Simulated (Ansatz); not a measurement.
## Molecular dynamics, with input and output: CH6BNSi (part 3 of 3)

The same run, continued: CH6BNSi; UKS B3LYP-D4/cc-pVDZ (Ansatz 0.2.0). It belongs to a series of runs on one base structure; here: dynamics from the highest image of the converged band.

Geometry of the input (Å):
```
Si 0.4661  1.4853  0.5797
N  -0.7587  0.1721  -0.5395
B  -0.5929  -0.8717  0.3951
C  0.1203  -1.0106  -0.9644
H  -0.2542  1.4575  -0.8183
H  -0.3887  1.7319  1.7858
H  1.5815  0.5578  0.9714
H  -0.9711  -1.1937  1.4755
H  -0.3157  -1.5595  -1.8067
H  1.1966  -0.8205  -1.0756
```

### Log, continued
```
md step   195: t =    97.50 fs  T =   828.6 K  F+E_penalty+E_count = -11176.73414393 eV  E_kin = 0.856853 eV  conserved = -11175.87729134 eV  (38 SCF iters, 3 dispersion substeps)
md step   196: t =    98.00 fs  T =   814.4 K  F+E_penalty+E_count = -11176.71935665 eV  E_kin = 0.842205 eV  conserved = -11175.87715198 eV  (35 SCF iters, 3 dispersion substeps)
md step   197: t =    98.50 fs  T =   845.3 K  F+E_penalty+E_count = -11176.75167584 eV  E_kin = 0.874078 eV  conserved = -11175.87759792 eV  (34 SCF iters, 3 dispersion substeps)
md step   198: t =    99.00 fs  T =   914.0 K  F+E_penalty+E_count = -11176.82381588 eV  E_kin = 0.945149 eV  conserved = -11175.87866643 eV  (34 SCF iters, 3 dispersion substeps)
md step   199: t =    99.50 fs  T =  1004.4 K  F+E_penalty+E_count = -11176.91891400 eV  E_kin = 1.038604 eV  conserved = -11175.88030995 eV  (34 SCF iters, 3 dispersion substeps)
these checks for a lower state are left out or cut short: starts, cluster_reference, orbital_swaps, neighbouring_geometries, increment
980 factors; integrals over basis functions are off by at most 6.3e-4 eV
mean field -11176.66647528 eV, -410.7349171500 hartree, gradient 2.1e-5 eV, S^2 0.000000; 0 other end points of the search recorded, 0 dependent functions left out
the calculation of the forces begins
reference -11176.66672743 eV, -410.7349264161 hartree; 19, 19 occupied and 71, 71 virtual orbitals, 980 factors
980 factors; integrals over basis functions are off by at most 6.3e-4 eV
mean field evaluation 1600: about -11176.6665 eV, gradient 1.4e-4 eV
mean field -11176.66647528 eV, -410.7349171500 hartree, gradient 2.1e-5 eV, S^2 0.000000; 2 other end points of the search recorded, 0 dependent functions left out
the calculation of the forces begins
reference -11176.66672743 eV, -410.7349264161 hartree; 19, 19 occupied and 71, 71 virtual orbitals, 980 factors
md step   200: t =   100.00 fs  T =  1092.2 K  F+E_penalty+E_count = -11177.01174794 eV  E_kin = 1.129448 eV  conserved = -11175.88229982 eV  (38 SCF iters, 3 dispersion substeps)
```

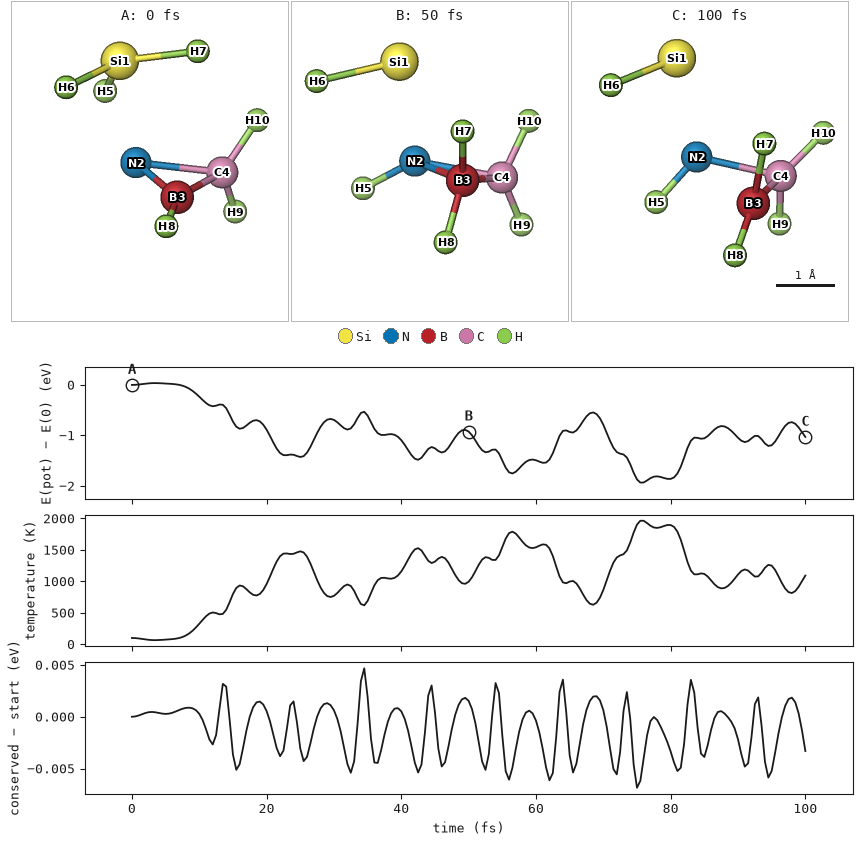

Figure 1. Frames of the molecular dynamics (ball-and-stick, seen at a tilt) above the curves, on which the letters mark them. The trajectory kept here has 201 frames over 100 fs. The temperature starts at 100 K, ranges from 65 to 1965 K and averages 1286 K over the second half. The potential energy ends 1.029 eV below its first value. The conserved quantity stays within 0.012 eV. After an unweighted best fit of the last frame on the first, the root-mean-square displacement is 0.73 Å, and H5 has moved furthest (1.48 Å).

```
Total energy: -11177.01200008 eV, -410.7476149523 hartree
Atom 0 at     0.493301     1.600239     0.578467 Å, force    -0.775494    -2.401842    -0.995254 eV/Å
Atom 1 at    -0.653489     0.289272    -0.611843 Å, force     0.183881     1.198830     2.588951 eV/Å
Atom 2 at    -0.447681    -1.112678     0.482439 Å, force     2.974549     2.191439     1.398002 eV/Å
Atom 3 at     0.082026    -0.985537    -0.967025 Å, force    -3.344330    -1.085289    -0.645479 eV/Å
Atom 4 at    -1.712758     0.265667    -0.545452 Å, force     1.560343    -0.108314    -0.777764 eV/Å
Atom 5 at    -0.537315     2.018264     1.637945 Å, force    -0.430959    -0.104827    -0.198827 eV/Å
Atom 6 at     0.540671    -0.632996     1.349290 Å, force    -0.682645    -0.059369    -0.918175 eV/Å
Atom 7 at    -1.256063    -1.574378     1.220734 Å, force    -0.707032    -0.164830    -0.572976 eV/Å
Atom 8 at    -0.619978    -1.462699    -1.698371 Å, force     0.923332    -0.156341     0.072065 eV/Å
Atom 9 at     1.112858    -0.985587    -1.299468 Å, force     0.298354     0.690542     0.049456 eV/Å
Dipole moment:    -0.221698     0.187086    -0.234813 e Å
```

### Trajectory as extended XYZ (Å, eV, eV/Å), 10 of the 201 frames kept, from step=0 to step=200
```
10
Properties=species:S:1:pos:R:3:forces:R:3 step=0 time_fs=0.0 energy=-11175.98241 temperature=100.0
Si    0.4661    1.4853    0.5797    0.0016  -0.0006  -0.0005
N    -0.7587    0.1721   -0.5395   -0.0006  -0.0010  -0.0027
B    -0.5929   -0.8717    0.3951    0.0030  -0.0019   0.0023
C     0.1203   -1.0106   -0.9644   -0.0105   0.0063   0.0034
H    -0.2542    1.4575   -0.8183    0.0009  -0.0034  -0.0007
H    -0.3887    1.7319    1.7858   -0.0005  -0.0004  -0.0005
H     1.5814    0.5578    0.9714   -0.0002  -0.0001   0.0010
H    -0.9711   -1.1937    1.4755    0.0004   0.0002  -0.0012
H    -0.3157   -1.5595   -1.8067    0.0022   0.0002  -0.0005
H     1.1966   -0.8205   -1.0756    0.0036   0.0008  -0.0005
10
Properties=species:S:1:pos:R:3:forces:R:3 step=22 time_fs=11.0 energy=-11176.34031 temperature=444.9
Si    0.4869    1.5045    0.5869    1.3097   0.9188   0.6506
N    -0.7835    0.1651   -0.5546    0.6095   0.0739  -0.3247
B    -0.5777   -0.8669    0.3910   -0.6395  -0.3073   0.5177
C     0.1129   -1.0100   -0.9643   -0.0358  -0.1791  -0.2849
H    -0.4508    1.1746   -0.8206   -1.0277  -0.4762  -0.7981
H    -0.4406    1.6335    1.7518   -0.1668  -0.1899   0.3334
H     1.5576    0.5072    1.0458   -0.4166  -0.1774   0.0350
H    -1.0336   -1.2508    1.4263    0.1461   0.1378  -0.1240
H    -0.2793   -1.5672   -1.8281    0.0175   0.0473   0.2217
H     1.1866   -0.8186   -0.9929    0.2035   0.1522  -0.2267
10
Properties=species:S:1:pos:R:3:forces:R:3 step=44 time_fs=22.0 energy=-11177.33123 temperature=1400.7
Si    0.5294    1.5443    0.6114   -0.5836  -0.7438   0.1434
N    -0.7647    0.1493   -0.5862    0.7287   0.8872   0.0262
B    -0.6123   -0.8752    0.4088    0.0192   0.3509  -0.3223
C     0.1245   -1.0053   -0.9742   -0.7125  -0.1924  -0.0476
H    -1.2672    0.7823   -1.2410    0.0382  -0.8836   0.8392
H    -0.4714    1.4137    1.7981    0.0510   0.3153  -0.2690
H     1.2435    0.2689    1.1439   -0.0305  -0.0017  -0.2154
H    -1.0514   -1.2548    1.4624    0.0491   0.0834  -0.5004
H    -0.2952   -1.6489   -1.7760    0.1079   0.1849   0.3674
H     1.1681   -0.7402   -1.1204    0.3324  -0.0003  -0.0216
10
Properties=species:S:1:pos:R:3:forces:R:3 step=67 time_fs=33.5 energy=-11176.64023 temperature=735.4
Si    0.5573    1.5599    0.6397   -1.3832  -1.5536  -0.1665
N    -0.7540    0.1893   -0.6450    2.7753   0.9159   0.6111
B    -0.5844   -0.8457    0.3884    2.7665   0.0686   1.9886
C     0.1179   -1.0088   -0.9675   -0.9627  -1.1181  -0.4286
H    -1.6249   -0.1885   -0.7510   -4.4137   0.4686  -1.5884
H    -0.5718    1.5203    1.7113    0.1468   0.4354  -0.1871
H     0.7955   -0.0029    1.0326    0.0434   0.0097   0.2775
H    -1.2112   -1.2933    1.3265    0.1332   0.1989  -0.6213
H    -0.3401   -1.7298   -1.6790    0.2197   0.4643   0.0615
H     1.1310   -0.7515   -1.2083    0.6747   0.1104   0.0531
10
Properties=species:S:1:pos:R:3:forces:R:3 step=89 time_fs=44.5 energy=-11177.21140 temperature=1291.4
Si    0.5304    1.5138    0.6513   -1.2099  -1.4746  -1.6052
N    -0.8098    0.2242   -0.6955    8.2243   0.2163   2.2524
B    -0.3410   -0.7863    0.4825   -2.8984  -0.5047  -0.9946
C     0.0828   -1.0535   -0.9824   -1.3196   1.0723  -0.2593
H    -1.7406    0.2932   -0.7826   -4.5084  -0.1605  -0.7238
H    -0.6343    2.0297    1.5015   -0.2115  -0.2309   0.0675
H     0.4712   -0.2750    1.2391    0.8221   0.5799   0.7408
H    -1.3351   -1.3065    0.9649    0.6334   0.0252   0.4540
H    -0.3535   -1.7181   -1.7537    0.0633   0.0276   0.7124
H     1.1045   -0.7715   -1.1883    0.4047   0.4494  -0.6444
10
Properties=species:S:1:pos:R:3:forces:R:3 step=111 time_fs=55.5 energy=-11177.62081 temperature=1679.3
Si    0.4544    1.4141    0.6099    0.1456   0.3088  -1.1192
N    -0.6794    0.2871   -0.6267    3.0004  -0.8470   2.4208
B    -0.2536   -0.7392    0.5544   -2.1977  -1.1869  -0.7213
C     0.0307   -0.9736   -1.0086    0.4961   0.5208   0.6143
H    -1.4564    0.6366   -1.0945   -2.3645   0.4738  -0.5563
H    -0.7349    2.2417    1.2125   -0.0909  -0.6642  -0.0560
H     0.3952   -0.2471    1.5269    0.2509   0.5261  -0.6659
H    -1.1065   -1.4158    1.1159    0.2068   0.2703  -0.2455
H    -0.5174   -1.8295   -1.4840   -0.0797   0.9975   0.3461
H     0.9231   -0.6889   -1.5571    0.6330  -0.3993  -0.0169
10
Properties=species:S:1:pos:R:3:forces:R:3 step=133 time_fs=66.5 energy=-11176.79957 temperature=887.7
Si    0.3934    1.3430    0.5302    2.4617   4.6912   2.5916
N    -0.4927    0.3516   -0.4940   -5.3394  -0.8378  -3.2323
B    -0.3409   -0.7759    0.5521    2.2121   0.3406   0.6292
C     0.0643   -0.8399   -0.9917   -2.0647  -3.3654   0.7469
H    -1.4507    0.6262   -0.8597    1.4524  -0.1550   0.5805
H    -1.0068    1.8749    0.9901    0.4073   0.1639   0.5542
H     0.5857   -0.0429    1.3893   -0.4828  -1.2736  -0.3373
H    -0.9648   -1.4553    1.3082   -0.6263   0.2473  -0.3705
H    -0.8661   -1.4418   -1.1946    1.0846  -0.2636  -1.0651
H     0.8462   -0.9787   -1.7148    0.8951   0.4522  -0.0972
10
Properties=species:S:1:pos:R:3:forces:R:3 step=156 time_fs=78.0 energy=-11177.79268 temperature=1850.3
Si    0.4149    1.4268    0.5309    0.5653   0.5039   0.6680
N    -0.5416    0.3463   -0.5256   -3.2491   1.1799  -0.3049
B    -0.2931   -0.8310    0.5846   -2.4983  -1.2124  -1.6674
C     0.0173   -0.9512   -0.9754   -0.2238   0.2318  -1.5102
H    -1.6409    0.6446   -0.5985    3.3988  -1.6565  -0.0297
H    -0.8873    1.6980    1.3036    0.0706   0.4935   0.1370
H     0.6766   -0.7204    1.1908    1.4564   0.5604   1.1832
H    -1.3637   -1.2028    1.0212    0.4755  -0.0291   0.2083
H    -0.5826   -1.3969   -1.8235    0.4139   0.0901   1.1712
H     1.0699   -0.7846   -1.2990   -0.4093  -0.1617   0.1445
10
Properties=species:S:1:pos:R:3:forces:R:3 step=178 time_fs=89.0 energy=-11176.89091 temperature=978.1
Si    0.4644    1.5435    0.5737   -0.8293  -1.4575  -0.8581
N    -0.6320    0.3310   -0.5955   -2.1565  -1.1555   0.3186
B    -0.3163   -0.9765    0.5428   -2.4484   0.0108  -1.3133
C    -0.0164   -1.0336   -1.0088    1.4428   1.5630   1.0420
H    -1.7407    0.1170   -0.6051    2.9888   1.4076   0.2070
H    -0.5467    1.9614    1.7169   -0.1190  -0.2926  -0.6959
H     0.6396   -0.9113    1.1841    1.3316   0.4045   1.1587
H    -1.4241   -1.0566    0.9979    0.0547  -0.7345   0.4846
H    -0.1719   -1.5816   -1.9593   -0.9513   0.4857   0.5232
H     1.0407   -0.7880   -0.9153    0.6866  -0.2315  -0.8668
10
Properties=species:S:1:pos:R:3:forces:R:3 step=200 time_fs=100.0 energy=-11177.01175 temperature=1092.2
Si    0.4933    1.6002    0.5785   -0.7755  -2.4018  -0.9953
N    -0.6535    0.2893   -0.6118    0.1839   1.1988   2.5890
B    -0.4477   -1.1127    0.4824    2.9745   2.1914   1.3980
C     0.0820   -0.9855   -0.9670   -3.3443  -1.0853  -0.6455
H    -1.7128    0.2657   -0.5455    1.5603  -0.1083  -0.7778
H    -0.5373    2.0183    1.6379   -0.4310  -0.1048  -0.1988
H     0.5407   -0.6330    1.3493   -0.6826  -0.0594  -0.9182
H    -1.2561   -1.5744    1.2207   -0.7070  -0.1648  -0.5730
H    -0.6200   -1.4627   -1.6984    0.9233  -0.1563   0.0721
H     1.1129   -0.9856   -1.2995    0.2984   0.6905   0.0495
```

### Results in brief

| quantity | value |
| --- | --- |
| outcome | finished |
| mean temperature over the second half | 1286 K |
| trajectory | 200 steps, 100 fs |
| ensemble | nve |
| temperature in the input | 100.0 K |
| time step | 0.5 fs |
| potential energy (last step) | −11177.0120 eV |
| mean-field energy (last step) | −11176.6667 eV |
| largest force (length of the vector) (last step) | 3.950 eV/Å |
| wall time | 7.6 min (CPU time 15 min) |
| peak memory | 0.27 GiB |

### Notes

So short a trajectory is not equilibrated.
